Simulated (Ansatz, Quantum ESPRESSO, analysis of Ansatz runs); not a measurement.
**A hop of O in Li5AuO4 (C2/m), charge +2**

How high is the barrier when O changes place in Li5AuO4 (C2/m)? The case: V_O hop (2.8 Å), charge +2, in a cell of 80 host atoms with 1 O taken out.

Method: plane-wave PAW DFT, PBEsol; nudged elastic band between two relaxed defect structures at fixed charge in a uniform background, in Ansatz 0.2.0.

### Step 1. The starting structure

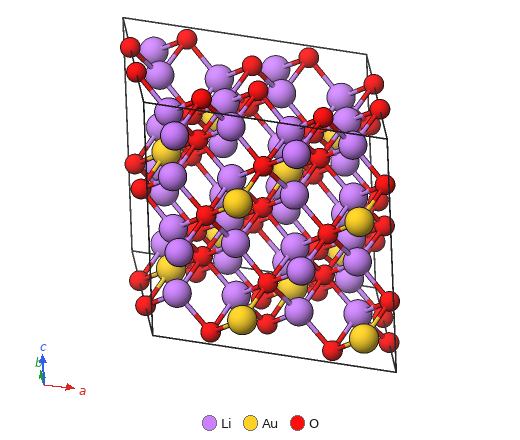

Start, viewed slightly off an axis; lithium purple, gold yellow, oxygen red. Some periodic images of atoms are drawn too.

The cell holds 79 atoms: 40 Li, 8 Au and 31 O. Cell: a = 9.403 Å, b = 9.404 Å, c = 9.396 Å, α = 90.0°, β = 102.9°, γ = 90.0°. It derives from Li5AuO4 (space group C2/m). Nearest the centre at fractional (0.378, 0.500, 0.625): O34 at 1.39 Å, Au70 at 1.45 Å, Li30 at 1.48 Å, Li28 at 2.69 Å, Li22 at 2.70 Å, Li64 at 2.73 Å, Li62 at 2.74 Å, Li24 at 3.04 Å. The cell carries charge +2.

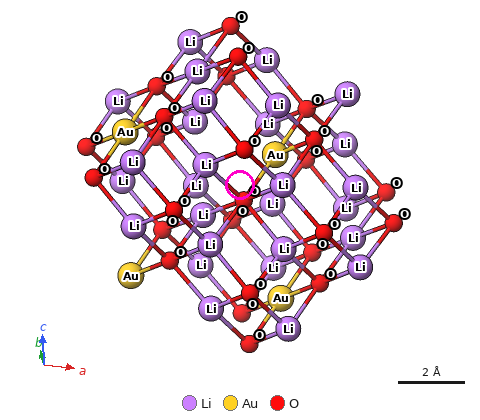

The atoms within 5 Å of the centre. A ring marks the middle of the ideal hop wherever no atom is near it.

The cell's shortest repeat is 9.4 Å.

### Step 2. Relaxation of the start point, charge +2

The ends come first: from an unrelaxed start the top is counted from too high an energy, and the barrier comes out too low. Small random displacements break the symmetry of the ideal sites, so that the defect can distort if it gains by it. The charge of +2 is set by the electron count, and a uniform background keeps the cell neutral.

The input, qp2.start/input.yaml:

```yaml
crystal:
  lattice:
    - [9.40268524, 0.0, -0.02548652]
    - [0.0, 9.40405317, 0.0]
    - [-2.07562506, 0.0, 9.16358709]
  atoms:
    - { symbol: Li, position: [0.0, 0.7924353, 0.25] }
    - { symbol: Li, position: [0.25, 0.2924353, 0.25] }
    - { symbol: Li, position: [0.0, 0.28254642, 0.0] }
    - { symbol: Li, position: [0.25, 0.78254642, 0.0] }
    - { symbol: Li, position: [0.0, 0.71745358, 0.0] }
    - { symbol: Li, position: [0.25, 0.21745358, 0.0] }
    - { symbol: Li, position: [0.0, 0.2075647, 0.25] }
    - { symbol: Li, position: [0.25, 0.7075647, 0.25] }
    - { symbol: Li, position: [0.0, 0.0, 0.0] }
    - { symbol: Li, position: [0.25, 0.5, 0.0] }
    - { symbol: Au, position: [0.0, 0.5, 0.25] }
    - { symbol: Au, position: [0.25, 0.0, 0.25] }
    - { symbol: O, position: [0.12789862, 0.85260183, 0.12509074] }
    - { symbol: O, position: [0.37789862, 0.35260183, 0.12509074] }
    - { symbol: O, position: [0.12210138, 0.35260183, 0.37490926] }
    - { symbol: O, position: [0.37210138, 0.85260183, 0.37490926] }
    - { symbol: O, position: [0.12789862, 0.14739817, 0.12509074] }
    - { symbol: O, position: [0.37789862, 0.64739817, 0.12509074] }
    - { symbol: O, position: [0.12210138, 0.64739817, 0.37490926] }
    - { symbol: O, position: [0.37210138, 0.14739817, 0.37490926] }
    - { symbol: Li, position: [0.0, 0.7924353, 0.75] }
    - { symbol: Li, position: [0.25, 0.2924353, 0.75] }
    - { symbol: Li, position: [0.0, 0.28254642, 0.5] }
    - { symbol: Li, position: [0.25, 0.78254642, 0.5] }
    - { symbol: Li, position: [0.0, 0.71745358, 0.5] }
    - { symbol: Li, position: [0.25, 0.21745358, 0.5] }
    - { symbol: Li, position: [0.0, 0.2075647, 0.75] }
    - { symbol: Li, position: [0.25, 0.7075647, 0.75] }
    - { symbol: Li, position: [0.0, 0.0, 0.5] }
    - { symbol: Li, position: [0.25, 0.5, 0.5] }
    - { symbol: Au, position: [0.0, 0.5, 0.75] }
    - { symbol: Au, position: [0.25, 0.0, 0.75] }
    - { symbol: O, position: [0.12789862, 0.85260183, 0.62509074] }
    - { symbol: O, position: [0.37789862, 0.35260183, 0.62509074] }
    - { symbol: O, position: [0.12210138, 0.35260183, 0.87490926] }
    - { symbol: O, position: [0.37210138, 0.85260183, 0.87490926] }
    - { symbol: O, position: [0.12789862, 0.14739817, 0.62509074] }
    - { symbol: O, position: [0.12210138, 0.64739817, 0.87490926] }
    - { symbol: O, position: [0.37210138, 0.14739817, 0.87490926] }
    - { symbol: Li, position: [0.5, 0.7924353, 0.25] }
    - { symbol: Li, position: [0.75, 0.2924353, 0.25] }
    - { symbol: Li, position: [0.5, 0.28254642, 0.0] }
    - { symbol: Li, position: [0.75, 0.78254642, 0.0] }
    - { symbol: Li, position: [0.5, 0.71745358, 0.0] }
    - { symbol: Li, position: [0.75, 0.21745358, 0.0] }
    - { symbol: Li, position: [0.5, 0.2075647, 0.25] }
    - { symbol: Li, position: [0.75, 0.7075647, 0.25] }
    - { symbol: Li, position: [0.5, 0.0, 0.0] }
    - { symbol: Li, position: [0.75, 0.5, 0.0] }
    - { symbol: Au, position: [0.5, 0.5, 0.25] }
    - { symbol: Au, position: [0.75, 0.0, 0.25] }
    - { symbol: O, position: [0.62789862, 0.85260183, 0.12509074] }
    - { symbol: O, position: [0.87789862, 0.35260183, 0.12509074] }
    - { symbol: O, position: [0.62210138, 0.35260183, 0.37490926] }
    - { symbol: O, position: [0.87210138, 0.85260183, 0.37490926] }
    - { symbol: O, position: [0.62789862, 0.14739817, 0.12509074] }
    - { symbol: O, position: [0.87789862, 0.64739817, 0.12509074] }
    - { symbol: O, position: [0.62210138, 0.64739817, 0.37490926] }
    - { symbol: O, position: [0.87210138, 0.14739817, 0.37490926] }
    - { symbol: Li, position: [0.5, 0.7924353, 0.75] }
    - { symbol: Li, position: [0.75, 0.2924353, 0.75] }
    - { symbol: Li, position: [0.5, 0.28254642, 0.5] }
    - { symbol: Li, position: [0.75, 0.78254642, 0.5] }
    - { symbol: Li, position: [0.5, 0.71745358, 0.5] }
    - { symbol: Li, position: [0.75, 0.21745358, 0.5] }
    - { symbol: Li, position: [0.5, 0.2075647, 0.75] }
    - { symbol: Li, position: [0.75, 0.7075647, 0.75] }
    - { symbol: Li, position: [0.5, 0.0, 0.5] }
    - { symbol: Li, position: [0.75, 0.5, 0.5] }
    - { symbol: Au, position: [0.5, 0.5, 0.75] }
    - { symbol: Au, position: [0.75, 0.0, 0.75] }
    - { symbol: O, position: [0.62789862, 0.85260183, 0.62509074] }
    - { symbol: O, position: [0.87789862, 0.35260183, 0.62509074] }
    - { symbol: O, position: [0.62210138, 0.35260183, 0.87490926] }
    - { symbol: O, position: [0.87210138, 0.85260183, 0.87490926] }
    - { symbol: O, position: [0.62789862, 0.14739817, 0.62509074] }
    - { symbol: O, position: [0.87789862, 0.64739817, 0.62509074] }
    - { symbol: O, position: [0.62210138, 0.64739817, 0.87490926] }
    - { symbol: O, position: [0.87210138, 0.14739817, 0.87490926] }
total_charge: 2
basis:
  ecutwfc: 420
  xc_grid: 2
hamiltonian:
  xc: pbesol
kpoints:
  mp_grid: { grid: [1, 1, 1], shift: [0.25, 0.25, 0.25] }
scf:
  occupations: { method: fixed }
  max_iter: 120
output:
  forces: true
relax:
  f_tol: 0.02
  max_steps: 70
  random_displacement: { amplitude: 0.03, seed: 8319 }
```

Command:

```console
> ansatz run input.yaml --threads 4 --pin off --max-ram 15073MiB --backend cpu --events-out ev --progress --plain --runs-dir out
```

Numbers of over 12 decimals in the logs are rounded to 6 here.

Log:

```text
[... repeated set-up lines and file paths are left out, and long positions are rounded to six places ...]
The last accepted step is kept in <dir> (removed where the run ends without a failure and the disk answers)
Engine: ansatz 0.2.0, aarch64-unknown-linux-gnu
Pseudopotentials: kind: paw
Pseudopotential: Li, paw, valence charge 3, recommended cutoff 420 eV (normal), Li.paw.azcp
Pseudopotential: Au, paw, valence charge 19, recommended cutoff 420 eV (normal), Au.paw.azcp
Pseudopotential: O, paw, valence charge 6, recommended cutoff 420 eV (normal), O.paw.azcp
Functional definition: PBEsol
  exchange = pbesol_x
  correlation = pbesol_c
Crystal: 79 atoms, lattice volume = 809.778 Å³
Basis set: ecut = 420 eV, 15817 PW (Γ), exchange–correlation on 128×128×128 points (8 copies of the dense FFT grid, shifted against one another)
Bands: 307, of which v1, the nominal top of the filled ones, is band 228 counted from 1 (227 counted from 0)
Symmetry: 1 space group operations
k-points: 1
Non-local potential: Li, projectors of the file, l = 0: 3, l = 1: 2, l = 2: 1
Non-local potential: Au, projectors of the file, l = 0: 3, l = 1: 2, l = 2: 2, l = 3: 1
Non-local potential: O, projectors of the file, l = 0: 2, l = 1: 2, l = 2: 1
PAW form: soft (Blöchl's): semilocal exchange-correlation on the pseudo side does not see the compensation charge
PAW frozen core: Au, regenerated for the run's functional, and the local potential with it (the file was generated under x = pbe(κ = 0.804, μ = 0.219515), c = pbe(β = 0.066725))
PAW frozen core: O, regenerated for the run's functional, and the local potential with it (the file was generated under x = pbe(κ = 0.804, μ = 0.219515), c = pbe(β = 0.066725))
PAW one-centre angular grid: Li, 110 points (default); XC on 64 Gauss nodes
PAW one-centre angular grid: Au, 590 points (default); XC on 64 Gauss nodes
PAW one-centre angular grid: O, 110 points (default); XC on 64 Gauss nodes
Initial density: superposition of atomic densities (neutral atoms scaled as one to the charged cell's electrons: chi_scale 0, normalization atom), corrected by the library's trained network
Initial wavefunctions: pseudopotential atomic-orbital guess
Functional: x = pbesol(κ = 0.804, μ = 0.123457), c = pbesol(β = 0.046)
SCF iter   1: F=—  HF=-129617.669264 eV  |F-HF|=—  |Δ(HF+E_count)|=         —  Δρ=2.21e-2  dr2=7.53e0  ethr=1.77e-3  ⟨swp⟩=5.0  Hψ=892  notcnv=0  defer=75
preconditioner: auto → Resta (q_TF=auto, 2.479 Å⁻¹)  ε∞=3.8  [insulator: Δε(μ)=0.687 eV  Ē_g=13.714 eV  n_scr=218 (ndim 8)  ℏωp=23.0 eV  f_vac=0.072  ε∞_Penn≈3.8]
SCF iter   2: F=—  HF=-129616.960618 eV  |F-HF|=—  |Δ(HF+E_count)|=   7.09e-1  Δρ=2.51e-2  dr2=7.52e0  ethr=1.65e-3  ⟨swp⟩=2.0  Hψ=479  notcnv=0  defer=71
SCF iter   3: F=—  HF=-129616.441216 eV  |F-HF|=—  |Δ(HF+E_count)|=   5.19e-1  Δρ=1.07e-2  dr2=2.21e0  ethr=1.65e-3  ⟨swp⟩=2.0  Hψ=382  notcnv=0  defer=76
SCF iter   4: F=—  HF=-129616.255855 eV  |F-HF|=—  |Δ(HF+E_count)|=   1.85e-1  Δρ=5.30e-3  dr2=4.65e-1  ethr=4.84e-4  ⟨swp⟩=1.0  Hψ=304  notcnv=0  defer=59
automatic band count: iteration 4 solves 296 bands in place of 307: the levels show a gap, and the empty bands left out lie too high to hold charge; the band table lists the bands solved (type scf.n_extra_bands for more)
SCF iter   5: F=—  HF=-129616.221904 eV  |F-HF|=—  |Δ(HF+E_count)|=   3.40e-2  Δρ=4.94e-3  dr2=2.81e-1  ethr=1.02e-4  ⟨swp⟩=2.0  Hψ=305  notcnv=0  defer=66
SCF iter   6: F=—  HF=-129616.219431 eV  |F-HF|=—  |Δ(HF+E_count)|=   2.47e-3  Δρ=3.18e-3  dr2=1.32e-1  ethr=6.15e-5  ⟨swp⟩=4.0  Hψ=418  notcnv=0  defer=76
automatic band count: iteration 6 solves 307 bands in place of 296: the levels no longer show a gap clear of their residuals, so the SCF keeps every band
SCF iter   7: F=—  HF=-129616.211026 eV  |F-HF|=—  |Δ(HF+E_count)|=   8.41e-3  Δρ=1.51e-3  dr2=3.83e-2  ethr=2.90e-5  ⟨swp⟩=1.0  Hψ=315  notcnv=0  defer=71
SCF iter   8: F=—  HF=-129616.210091 eV  |F-HF|=—  |Δ(HF+E_count)|=   9.35e-4  Δρ=3.31e-3  dr2=1.64e-1  ethr=8.40e-6  ⟨swp⟩=2.0  Hψ=239  notcnv=0  defer=76  recentre
SCF iter   9: F=—  HF=-129616.209847 eV  |F-HF|=—  |Δ(HF+E_count)|=   2.43e-4  Δρ=1.14e-3  dr2=1.99e-2  ethr=8.40e-6  ⟨swp⟩=1.0  Hψ=237  notcnv=0  defer=74
SCF iter  10: F=—  HF=-129616.208957 eV  |F-HF|=—  |Δ(HF+E_count)|=   8.91e-4  Δρ=9.38e-4  dr2=1.42e-2  ethr=4.36e-6  ⟨swp⟩=1.0  Hψ=237  notcnv=0  defer=70
SCF iter  11: F=—  HF=-129616.208335 eV  |F-HF|=—  |Δ(HF+E_count)|=   6.21e-4  Δρ=9.96e-4  dr2=1.64e-2  ethr=3.11e-6  ⟨swp⟩=1.0  Hψ=237  notcnv=0  defer=70
SCF iter  12: F=—  HF=-129616.207977 eV  |F-HF|=—  |Δ(HF+E_count)|=   3.58e-4  Δρ=5.36e-4  dr2=4.07e-3  ethr=3.11e-6  ⟨swp⟩=1.0  Hψ=237  notcnv=0  defer=70
SCF iter  13: F=—  HF=-129616.209493 eV  |F-HF|=—  |Δ(HF+E_count)|=   1.52e-3  Δρ=2.69e-4  dr2=1.00e-3  ethr=8.93e-7  ⟨swp⟩=1.0  Hψ=237  notcnv=0  defer=70
SCF iter  14: F=—  HF=-129616.209463 eV  |F-HF|=—  |Δ(HF+E_count)|=   2.95e-5  Δρ=8.78e-5  dr2=8.15e-5  ethr=2.20e-7  ⟨swp⟩=1.0  Hψ=237  notcnv=0  defer=70
SCF iter  15: F=—  HF=-129616.209460 eV  |F-HF|=—  |Δ(HF+E_count)|=   2.70e-6  Δρ=5.76e-5  dr2=3.95e-5  ethr=1.79e-8  ⟨swp⟩=1.0  Hψ=237  notcnv=0  defer=70
SCF iter  16: F=—  HF=-129616.209460 eV  |F-HF|=—  |Δ(HF+E_count)|=   6.52e-7  Δρ=3.86e-5  dr2=2.07e-5  ethr=8.65e-9  ⟨swp⟩=1.0  Hψ=237  notcnv=0  defer=70
SCF iter  17: F=-129616.209457 eV  HF=-129616.209459 eV  |F-HF|=2.14e-6  |Δ(HF+E_count)|=   5.39e-7  Δρ=1.53e-5  dr2=2.91e-6  ethr=2.19e-9  ⟨swp⟩=2.0  Hψ=652  notcnv=0
SCF 1 converged in 17 iterations: F = -129616.209457 eV  dr2 = 2.91e-6
  greatest PAW one-centre occupation: 1.001 electrons in one spin orbital (limit 2), on the Au atom at site 30 (counted from 0), in its partial waves of l = 0
relax step   1: F+E_penalty+E_count = -129616.20945711 eV  Δ(F+E_penalty+E_count) = +0.000e0 eV  max|allowed force component| = 1.481e0 eV/Å  Δτ_max = 0.0000 Å  (17 SCF iters, dr2 threshold 1.00e-5 eV, accepted)
[... the SCF cycles and remarks between the steps are left out from here to the last step ...]
relax step   2: F+E_penalty+E_count = -129617.14364369 eV  Δ(F+E_penalty+E_count) = -9.342e-1 eV  max|allowed force component| = 6.927e-1 eV/Å  Δτ_max = 0.1852 Å  (12 SCF iters, dr2 threshold 1.00e-4 eV, accepted)
relax step   3: F+E_penalty+E_count = -129617.47223031 eV  Δ(F+E_penalty+E_count) = -3.286e-1 eV  max|allowed force component| = 5.852e-1 eV/Å  Δτ_max = 0.2000 Å  (12 SCF iters, dr2 threshold 3.00e-5 eV, accepted)
relax step   4: F+E_penalty+E_count = -129617.54270859 eV  Δ(F+E_penalty+E_count) = -7.048e-2 eV  max|allowed force component| = 1.691e-1 eV/Å  Δτ_max = 0.0576 Å  (8 SCF iters, dr2 threshold 7.49e-5 eV, accepted)
relax step   5: F+E_penalty+E_count = -129617.55180650 eV  Δ(F+E_penalty+E_count) = -9.098e-3 eV  max|allowed force component| = 9.463e-2 eV/Å  Δτ_max = 0.0125 Å  (10 SCF iters, dr2 threshold 2.39e-6 eV, accepted)
relax step   6: F+E_penalty+E_count = -129617.54441634 eV  Δ(F+E_penalty+E_count) = +7.390e-3 eV  max|allowed force component| = 1.117e-1 eV/Å  Δτ_max = 0.0609 Å  (10 SCF iters, dr2 threshold 7.48e-7 eV, rejected (line search))
SCF iter   1: F=—  HF=-129617.556830 eV  |F-HF|=—  |Δ(HF+E_count)|=         —  Δρ=3.27e-3  dr2=3.59e-2  ethr=1.55e-4  ⟨swp⟩=3.0  Hψ=471  notcnv=0  defer=66
automatic band count: iteration 1 solves 296 bands in place of 307: the levels show a gap, and the empty bands left out lie too high to hold charge; the band table lists the bands solved (type scf.n_extra_bands for more)
SCF iter   2: F=—  HF=-129617.555581 eV  |F-HF|=—  |Δ(HF+E_count)|=   1.25e-3  Δρ=2.41e-3  dr2=5.62e-2  ethr=7.88e-6  ⟨swp⟩=4.0  Hψ=612  notcnv=0  defer=77
automatic band count: iteration 2 solves 307 bands in place of 296: the levels no longer show a gap clear of their residuals, so the SCF keeps every band
SCF iter   3: F=—  HF=-129617.555410 eV  |F-HF|=—  |Δ(HF+E_count)|=   1.70e-4  Δρ=1.94e-3  dr2=3.95e-2  ethr=7.88e-6  ⟨swp⟩=2.0  Hψ=473  notcnv=0  defer=73
SCF iter   4: F=—  HF=-129617.552406 eV  |F-HF|=—  |Δ(HF+E_count)|=   3.00e-3  Δρ=6.89e-4  dr2=4.40e-3  ethr=7.88e-6  ⟨swp⟩=2.0  Hψ=394  notcnv=0  defer=71
SCF iter   5: F=—  HF=-129617.552120 eV  |F-HF|=—  |Δ(HF+E_count)|=   2.86e-4  Δρ=1.62e-4  dr2=2.44e-4  ethr=9.66e-7  ⟨swp⟩=1.0  Hψ=237  notcnv=0  defer=70
SCF iter   6: F=—  HF=-129617.552080 eV  |F-HF|=—  |Δ(HF+E_count)|=   3.99e-5  Δρ=9.80e-5  dr2=1.09e-4  ethr=5.36e-8  ⟨swp⟩=2.0  Hψ=384  notcnv=0  defer=70
SCF iter   7: F=—  HF=-129617.552113 eV  |F-HF|=—  |Δ(HF+E_count)|=   3.21e-5  Δρ=4.71e-5  dr2=2.36e-5  ethr=2.39e-8  ⟨swp⟩=2.0  Hψ=368  notcnv=0  defer=70
SCF iter   8: F=—  HF=-129617.553824 eV  |F-HF|=—  |Δ(HF+E_count)|=   1.71e-3  Δρ=1.74e-5  dr2=2.27e-6  ethr=5.18e-9  ⟨swp⟩=2.0  Hψ=379  notcnv=0  defer=70
SCF iter   9: F=—  HF=-129617.553825 eV  |F-HF|=—  |Δ(HF+E_count)|=   6.83e-7  Δρ=1.17e-5  dr2=1.49e-6  ethr=4.97e-10  ⟨swp⟩=2.0  Hψ=427  notcnv=0  defer=70
SCF iter  10: F=-129617.553825 eV  HF=-129617.553825 eV  |F-HF|=1.69e-8  |Δ(HF+E_count)|=   7.77e-9  Δρ=2.42e-6  dr2=5.15e-8  ethr=2.19e-11  ⟨swp⟩=2.0  Hψ=853  notcnv=0
SCF 7 converged in 10 iterations: F = -129617.553825 eV  dr2 = 5.15e-8
relax step   7: F+E_penalty+E_count = -129617.55382463 eV  Δ(F+E_penalty+E_count) = -2.018e-3 eV  max|allowed force component| = 1.577e-2 eV/Å  Δτ_max = 0.0201 Å  (10 SCF iters, accepted)
SCF converged after 10 iterations
Free energy (F): -129617.553825 eV
Harris-Foulkes:  -129617.553825 eV  (|F-HF|=1.69e-8)
Internal energy: -129617.553825 eV  (E = F + TS)
E sigma→0 (E₀):  -129617.553825 eV
Fermi energy:    5.307207 eV
--- Per-component energies (eV) ---
  E_band       = -7093.208134
  E_kinetic    = 11132.421193
  E_local      = -41117.277978  (includes V_loc(G=0)·N_el)
  E_nonlocal   = 785.454822
  E_hartree    = 16106.033211
  E_xc         = -4503.420396
  E_vxc        = -5656.545317  (∫ρ·V_xc dr)
  E_paw        = -82010.759994  (= ΣΔE_a)
  E_vpaw       = -4449.413599  (= ΣTr[D̂ρ^β])
  E_aug_tail   = 0.089230  (compensation charges beyond the density's cutoff)
  E_ewald      = -30013.663671
  E_core_change = 3.569758  (= ΣΔE_core)
  E_smearing   = -0.000000  (= −TS)
  E_closure    = 0.000000  (closes the sum)
  E_deformation_potential = 32.277863  (in the stress; not in F)
  Σ components = -129617.553825   (vs F -129617.553825, Δ=0.00e0)
--- Forces (eV/Å), atoms counted from 1 ---
  atom   1  Li     0.00435253     0.00119815     0.00227549
  atom   2  Li    -0.00096827    -0.00742844    -0.00232885
  [... 19 atoms left out ...]
  atom  22  Li    -0.00369842    -0.00331284     0.00321592
  [... 1 atom left out ...]
  atom  24  Li     0.00211285    -0.00690591     0.00734234
  [... 1 atom left out ...]
  atom  26  Li    -0.00209784    -0.00333663    -0.00325113
  [... 1 atom left out ...]
  atom  28  Li     0.00061575    -0.00517597    -0.00428008
  [... 1 atom left out ...]
  atom  30  Li    -0.00390680     0.00568236    -0.00187650
  [... 3 atoms left out ...]
  atom  34  O     -0.00614460    -0.00760513    -0.00570706
  [... 25 atoms left out ...]
  atom  60  Li    -0.00160557     0.00758110    -0.00056611
  [... 1 atom left out ...]
  atom  62  Li     0.00420594    -0.00385992     0.00042111
  [... 1 atom left out ...]
  atom  64  Li     0.00006790    -0.00300141    -0.00394546
  [... 5 atoms left out ...]
  atom  70  Au    -0.01107015     0.00767375    -0.01087120
  [... 9 atoms left out ...]
  max |Σ_I F_I| component: 1.21e-4 eV/Å
--- Relaxed structure (7 steps of the walk, 6 accepted, 0 SCFs on fresh bases) ---
  F+E_penalty+E_count = -129617.55382463 eV   max|allowed force component| = 1.577e-2 eV/Å
  atoms:
    - { symbol: Li, position: [-0.002330, 0.791516, 0.246876] }
    - { symbol: Li, position: [0.249690, 0.290664, 0.247422] }
    [... 19 atoms left out ...]
    - { symbol: Li, position: [0.246850, 0.294508, 0.748829] }
    [... 1 atom left out ...]
    - { symbol: Li, position: [0.223406, 0.812941, 0.472201] }
    [... 1 atom left out ...]
    - { symbol: Li, position: [0.246444, 0.210926, 0.497202] }
    [... 1 atom left out ...]
    - { symbol: Li, position: [0.239434, 0.713072, 0.758687] }
    [... 1 atom left out ...]
    - { symbol: Li, position: [0.231330, 0.485004, 0.484075] }
    [... 3 atoms left out ...]
    - { symbol: O, position: [0.370951, 0.370219, 0.620588] }
    [... 25 atoms left out ...]
    - { symbol: Li, position: [0.526215, 0.814710, 0.774087] }
    [... 1 atom left out ...]
    - { symbol: Li, position: [0.497122, 0.287716, 0.497904] }
    [... 1 atom left out ...]
    - { symbol: Li, position: [0.508584, 0.734847, 0.490218] }
    [... 5 atoms left out ...]
    - { symbol: Au, position: [0.501012, 0.502989, 0.753102] }
    [... 9 atoms left out ...]
```

Wall time 74 s (4 threads of Arm Neoverse V2, shared host); peak memory 1.4 GiB; 4.7 min of CPU time.

(Continued in part 2 of 4.)

[Logs are printed without paths, hosts, clocks, repeated set-up lines and the standing remarks that a program may print on its own settings, such as how far it seeks lower states.]

[Hosts, paths, dates, database ids (printed as entryN), source tags and the programs' standing remarks are cut or masked in the printed files.]
